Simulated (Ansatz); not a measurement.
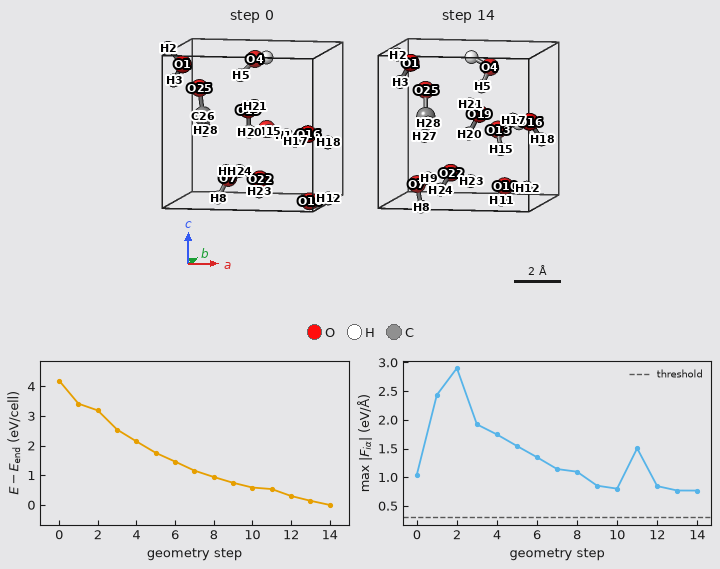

First and last geometry of a relaxation of an amorphous cell of composition H₁₈CO₉, with the history of the run. The picture is a ball-and-stick view of the cell of the calculation, seen slightly off an axis.

The cell holds 8 H2O + 1 H2CO. The run prepares the start of a later molecular dynamics calculation, from a guessed geometry.

Level of theory: DFT PBE-D3(BJ), scalar-relativistic, plane waves, PAW (Ansatz 0.2.0). (plane-wave cutoff 420 eV; k-point mesh 1 × 1 × 1; occupations fermi dirac; smearing width 0.05 eV; no spin polarisation; atoms relaxed in a fixed cell; force threshold 0.3 eV/Å; at most 15 steps)

**What do the curves and the structures tell?**

The relaxation stopped without meeting its thresholds, so the last structure isn't shown to be converged. It used up its limit of 15 steps. The largest move is that of an H atom, 1.41 Å along −a. Largest moves by element: H 1.41 Å, O 1.24 Å, C 0.42 Å. The cell doesn't change. Near-neighbour distances that change, for instance: H–O 0.969 → 1.005 Å, C–H 1.104 → 1.118 Å, H–O 0.969 → 0.976 Å. Bond angles that change, for instance: H–O–H 104.0° → 106.6°. The energy falls by 4.193 eV per cell of the calculation in 14 geometry steps. The largest force component goes from 1 to 0.77 eV/Å. Cost: 32 s on 1 thread of Arm Neoverse V1, with other jobs on the host, peak memory 0.34 GiB.

| step | E − E(0), meV/atom | largest force component, eV/Å |
| --- | --- | --- |
| 0 | 0.00 | 1.0432 |
| 1 | -27.81 | 2.4339 |
| 2 | -35.90 | 2.9008 |
| 3 | -58.99 | 1.9212 |
| 4 | -73.24 | 1.7451 |
| 5 | -87.01 | 1.5443 |
| 6 | -97.55 | 1.3485 |
| 7 | -108.41 | 1.1429 |
| 8 | -116.09 | 1.0957 |
| 9 | -123.09 | 0.8525 |
| 10 | -128.81 | 0.8003 |
| 11 | -130.63 | 1.5040 |
| 12 | -138.98 | 0.8452 |
| 13 | -144.73 | 0.7683 |
| 14 | -149.76 | 0.7670 |

Limits of the set-up: the program's low-accuracy preset was used; the periodic images lie only 6.7 Å apart, so the values are limited by the cell's size.
